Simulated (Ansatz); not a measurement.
FH₅Si₂

```xyz
8

Si   -1.1538    0.1736    0.0111
Si    1.1782   -0.1495    0.0109
F    -1.8559   -0.9496   -0.9673
H    -1.5118    1.5396   -0.5095
H    -1.7232    0.0128    1.3950
H     1.5241   -1.5195    0.5279
H     1.8068    0.8842    0.9095
H     1.7356    0.0083   -1.3776
```

All numbers below come from Ansatz, DFT PBE, Gaussian basis def2-SVP.

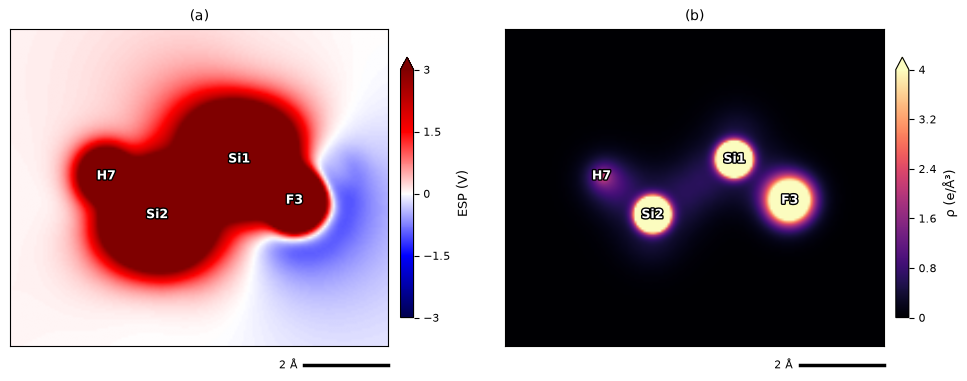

Figure 1. (a) electrostatic potential; (b) total electron density on the plane of atoms Si1, Si2 and H7.

What do the fields say about this system?

Atoms in the plane: Si, F and H. Si–F (1.65 Å): ρ is about 0.96 e/Å³ halfway. Si–Si (2.35 Å): the density is about 0.64 e/Å³ at the midpoint. Si–H (1.51 Å): ρ at the midpoint is about 0.74 e/Å³. Outside the dense part of the molecule the potential is most negative (−1.0 V) near F3.

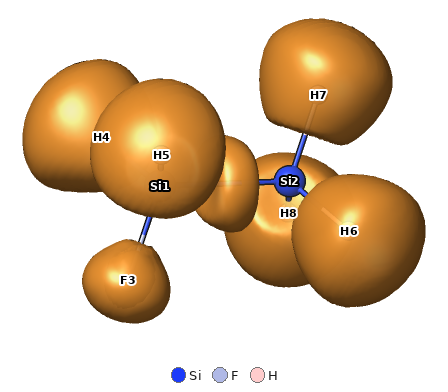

Figure 2. Isosurface of the electron localisation function at 0.8 (orange), seen at a tilt. Only the valence region is drawn (cores and ρ < 0.01 e/Å³ removed).

Identify the bonds, lone pairs and shells in this picture.

The surface consists of one region between bonded Si–Si atoms (shared pairs), five regions around hydrogen nuclei and one region wrapped around F (its lone pairs, merged into a ring or cap). Profiles from the grid: Si–F (1.65 Å): the ELF peaks at about 0.85 in the valence shell of F, 0.6 Å from its nucleus, and is about 0.50 at the midpoint. Si–Si (2.35 Å): the ELF peaks at about 1 between the atoms (a covalent bond).

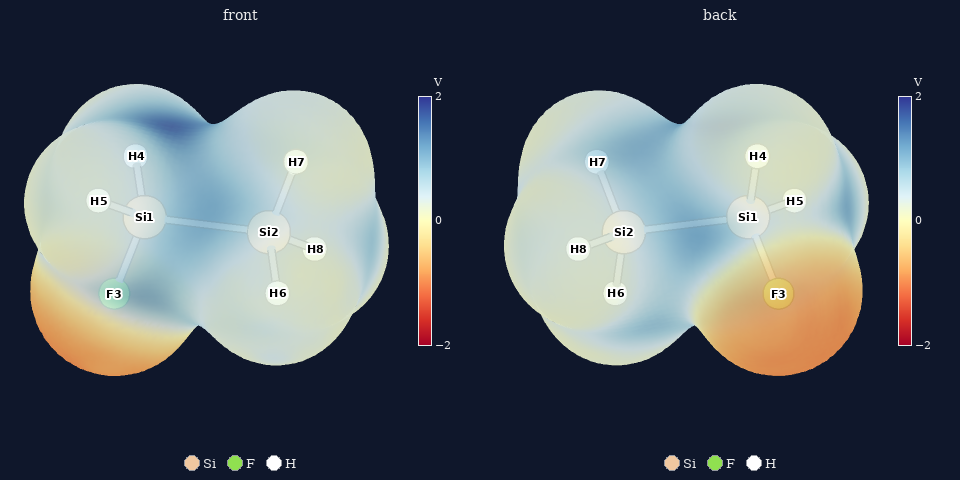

Figure 3. The molecular electrostatic potential painted on the density surface at 0.002 e/bohr³, seen from the front and from behind; the colour scale runs from red (negative) to blue (positive).

Where is the surface potential most negative and most positive?

The most negative region (about −0.9 V, or −21 kcal/mol for a unit charge) lies over F3, the most positive (about +1.6 V, or +37 kcal/mol for a unit charge) over Si1.
